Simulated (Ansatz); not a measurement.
# CClF3 (SMILES FC(F)(F)Cl) at 5 levels

Wanted: a comparison of 5 runs (B3LYP/6-31G*, BHLYP/def2-SVPD, RPA@PBE0/def2-SVPD, MP2/def2-SVPD) of CClF3. 

Program for the calculation: Ansatz 0.2.0.

54 further runs of the same task are left out: 9 that didn't finish, 45 set aside as unsound or not needed.

### Step 1. The molecule

The species is CClF3 (5 atoms), meant as a singlet with charge 0. As SMILES, `FC(F)(F)Cl`. The C2–Cl5 distance was set to 3.160 Å, away from the relaxed value. At this shape a bond of the SMILES string is far longer than usual.

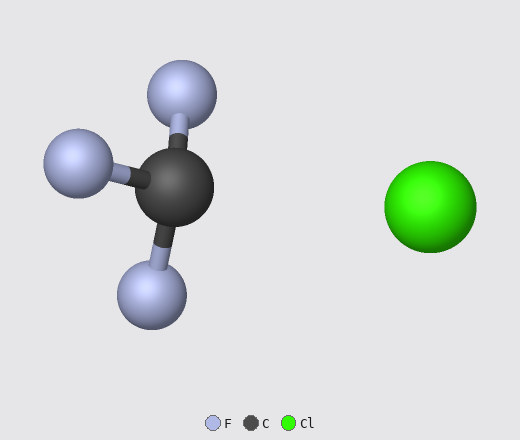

Viewed from a chosen angle; fluorine light blue, carbon dark grey, chlorine green.

### Step 2. A single-point energy at B3LYP/6-31G(d) (spherical functions) (run 1)

File job.yaml:

```yaml
basis:
  gaussian:
    orbitals: 6-31G_st_-spherical.json
crystal:
  periodic: [false, false, false]
  atoms:
    - symbol: F
      position_ang: [-0.009092, -1.217498, 1.953359]
    - symbol: C
      position_ang: [-0.224992, -1.319098, 0.653359]
    - symbol: F
      position_ang: [-1.472392, -1.711198, 0.460159]
    - symbol: F
      position_ang: [0.588908, -2.235598, 0.158759]
    - symbol: Cl
      position_ang: [0.276300, 1.463300, -0.758000]
hamiltonian:
  xc: {name: B3LYP}
accuracy: high
output: {orbitals: {seedname: orbitals}}
```

The basis set 6-31G* is read from a file made from the Basis Set Exchange's data (not shown).

Launch:

```console
$ ansatz run job.yaml --threads 1 --pin off --max-ram 3480MiB --events-out events.jsonl --progress --plain --runs-dir runs
```

Log:

```text
Warning: RAYON_NUM_THREADS=1 ignored (pool sized by the plan → 1); use --threads N
Functional definition: B3LYP
  name "B3LYP"
  parameter a0 = 0.2
  parameter ax = 0.72
  parameter ac = 0.81
  exchange = (1 - a0 - ax)*slater_x + ax*b88_x + a0*exact_x
  correlation = (1 - ac)*vwn_rpa_c + ac*lyp_c
1531 factors; integrals over basis functions are off by at most 3.7e-9 eV
mean field evaluation 1: about -21698.6493 eV, gradient 4.8e1 eV
mean field evaluation 2: about -21590.0578 eV, gradient 1.9e2 eV
mean field evaluation 4: about -21705.6577 eV, gradient 7.6e0 eV
mean field evaluation 8: about -21705.8636 eV, gradient 5.4e-1 eV
mean field evaluation 16: about -21705.9829 eV, gradient 4.4e-3 eV
mean field -21705.98293758 eV, -797.6801601123 hartree, gradient 1.3e-8 eV, S^2 0.000000; 0 other end points of the search recorded, 0 dependent functions left out
reference -21705.98296665 eV, -797.6801611806 hartree; 25, 25 occupied and 49, 49 virtual orbitals, 1531 factors
Total energy: -21705.98296665 eV, -797.6801611806 hartree
```

Wall time 6 s (1 thread of Arm Neoverse V1, shared host); peak memory 0.21 GiB.

### Step 3. The energy at B3LYP/6-31G(d) (Cartesian functions) (run 2)

File in.yaml:

```yaml
crystal:
  periodic: [false, false, false]
  atoms:
    - {symbol: F, position_ang: [-0.009092, -1.217498, 1.953359]}
    - {symbol: C, position_ang: [-0.224992, -1.319098, 0.653359]}
    - {symbol: F, position_ang: [-1.472392, -1.711198, 0.460159]}
    - {symbol: F, position_ang: [0.588908, -2.235598, 0.158759]}
    - {symbol: Cl, position_ang: [0.276300, 1.463300, -0.758000]}
basis:
  gaussian: {orbitals: "6-31G*"}
hamiltonian: {xc: {name: B3LYP}}
accuracy: high
output: {orbitals: {seedname: orbitals}}
```

Launch:

```console
$ ansatz run in.yaml --threads 1 --pin off --max-ram 3480MiB --events-out events.jsonl --progress --plain --runs-dir runs
```

Log, cut to the lines that bear on the results:

```text
Warning: RAYON_NUM_THREADS=1 ignored (pool sized by the plan → 1); use --threads N
[... 7 set-up lines as earlier in the session ...]
1575 factors; integrals over basis functions are off by at most 3.1e-9 eV
mean field evaluation 1: about -21698.9531 eV, gradient 4.8e1 eV
mean field evaluation 2: about -21589.2701 eV, gradient 1.9e2 eV
mean field evaluation 4: about -21705.9344 eV, gradient 7.7e0 eV
mean field evaluation 8: about -21706.1354 eV, gradient 5.4e-1 eV
mean field evaluation 16: about -21706.1717 eV, gradient 7.2e-4 eV
mean field -21706.17172834 eV, -797.6870980449 hartree, gradient 5.5e-8 eV, S^2 0.000000; 0 other end points of the search recorded, 0 dependent functions left out
reference -21706.17175743 eV, -797.6870991138 hartree; 25, 25 occupied and 54, 54 virtual orbitals, 1575 factors
Total energy: -21706.17175743 eV, -797.6870991138 hartree
```

Wall time 6.9 s (1 thread of Arm Neoverse V1, shared host); peak memory 0.23 GiB.

Run 3 isn't shown in full; the table further down has it.

### Step 4. The energy at RPA@PBE0/def2-SVPD (run 4)

File molecule.yaml:

```yaml
crystal:
  periodic: [false, false, false]
  atoms:
    - symbol: F
      position_ang: [-0.009092, -1.217498, 1.953359]
    - symbol: C
      position_ang: [-0.224992, -1.319098, 0.653359]
    - symbol: F
      position_ang: [-1.472392, -1.711198, 0.460159]
    - symbol: F
      position_ang: [0.588908, -2.235598, 0.158759]
    - symbol: Cl
      position_ang: [0.276300, 1.463300, -0.758000]
basis:
  gaussian:
    orbitals: def2-SVPD
hamiltonian:
  xc: pbe0
correlation:
  method: rpa
  frozen_orbitals: {C: 1, Cl: 5, F: 1}
accuracy: high
```

Launch:

```console
$ ansatz run molecule.yaml --threads 1 --pin off --max-ram 3480MiB --events-out events.jsonl --progress --plain --runs-dir runs
```

Log, cut to the lines that bear on the results:

```text
Warning: RAYON_NUM_THREADS=1 ignored (pool sized by the plan → 1); use --threads N
Functional definition: PBE0
  name "PBE0"
[...]
2285 factors; integrals over basis functions are off by at most 3.9e-9 eV
[...]
mean field -21683.14493899 eV, -796.8408791445 hartree, gradient 7.5e-8 eV, S^2 0.000000; 0 other end points of the search recorded, 0 dependent functions left out; unrestricted orbitals would lower it
unrestricted determinant -21638.59637664 eV, -795.2037496740 hartree, S^2 0.9757
9 core orbitals not correlated: weight in the atoms' cores, before any rotation towards them, 1.000 or more for the frozen orbitals, at most 0.000 for the correlated occupied ones
reference -21634.85133288 eV, -795.0661218542 hartree; 16, 16 occupied and 91, 91 virtual orbitals, 2285 factors
Total energy: -21668.12815326 eV, -796.2890224475 hartree
```

It took 27 s on 1 thread of Arm Neoverse V1, shared host; peak memory 0.49 GiB.

### Step 5. A single-point energy at MP2/def2-SVPD (run 5)

File input.yaml:

```yaml
crystal:
  periodic: [false, false, false]
  atoms:
    - {symbol: F, position_ang: [-0.009092, -1.217498, 1.953359]}
    - {symbol: C, position_ang: [-0.224992, -1.319098, 0.653359]}
    - {symbol: F, position_ang: [-1.472392, -1.711198, 0.460159]}
    - {symbol: F, position_ang: [0.588908, -2.235598, 0.158759]}
    - {symbol: Cl, position_ang: [0.276300, 1.463300, -0.758000]}
basis:
  gaussian:
    orbitals: def2-SVPD
correlation:
  method: mp2
  frozen_orbitals: {C: 1, Cl: 5, F: 1}
accuracy: high
```

Launch:

```console
$ ansatz run input.yaml --threads 1 --pin off --max-ram 3480MiB --events-out events.jsonl --progress --plain --runs-dir runs
```

Log, cut to the lines that bear on the results:

```text
Warning: RAYON_NUM_THREADS=1 ignored (pool sized by the plan → 1); use --threads N
Functional definition: HF
  name "HF"
[...]
2285 factors; integrals over basis functions are off by at most 3.9e-9 eV
[...]
mean field -21635.74751430 eV, -795.0990559140 hartree, gradient 2.7e-8 eV, S^2 0.000000; 1 other end points of the search recorded, 0 dependent functions left out; unrestricted orbitals would lower it
[...]
unrestricted determinant -21638.59637664 eV, -795.2037496742 hartree, S^2 0.9757
9 core orbitals not correlated: weight in the atoms' cores, before any rotation towards them, 1.000 or more for the frozen orbitals, at most 0.000 for the correlated occupied ones
reference -21635.74751430 eV, -795.0990559140 hartree; 16, 16 occupied and 91, 91 virtual orbitals, 2285 factors
second order -24.70194039 eV of doubles, -0.00000000 eV of singles
Total energy: -21660.44945469 eV, -796.0068354797 hartree
```

It took 12 s on 1 thread of Arm Neoverse V1, shared host; peak memory 0.43 GiB.

### Step 6. Overview of the runs

| run | level | Cartesian functions | frozen core orbitals | energy (Eh) | HOMO energy (eV) | LUMO energy (eV) | HOMO–LUMO gap (eV) | wall time |
| --- | --- | --- | --- | --- | --- | --- | --- | --- |
| 1 | B3LYP/6-31G* (spherical functions) | no | – | -797.680161 | -7.97 | -6.11 | 1.86 | 6 s |
| 2 | B3LYP/6-31G* (Cartesian functions) | yes | – | -797.687099 | -7.98 | -6.12 | 1.86 | 6.9 s |
| 3 | BHLYP/def2-SVPD | no | – | -797.159278 | -10.02 | -5.76 | 4.27 | 12 s |
| 4 | RPA@PBE0/def2-SVPD | no | 9 | -796.289022 | – | – | – | 27 s |
| 5 | MP2/def2-SVPD | no | 9 | -796.006835 | – | – | – | 12 s |

### Step 7. Outcome

| quantity | value |
| --- | --- |
| run 5: total energy | -796.00684 Eh |
| run 5: correlation energy (9 core orbitals frozen) | -907.8 mEh |

**Reading.** Over runs 1, 2, 3 the HOMO–LUMO gap runs from 1.86 eV (B3LYP/6-31G*) to 4.27 eV (BHLYP/def2-SVPD). The two ends differ in method and basis. Totals of different functionals can't be ranked against each other. In runs 4, 5 the log says that unrestricted orbitals would lower the reference, so the values rest on an unstable closed-shell determinant (other closed-shell runs at this shape may share the fault). In runs 1, 2, 3, 4, 5 a closed-shell determinant meets a far-stretched bond, which it describes badly. All runs together took 65 s, the longest 27 s.
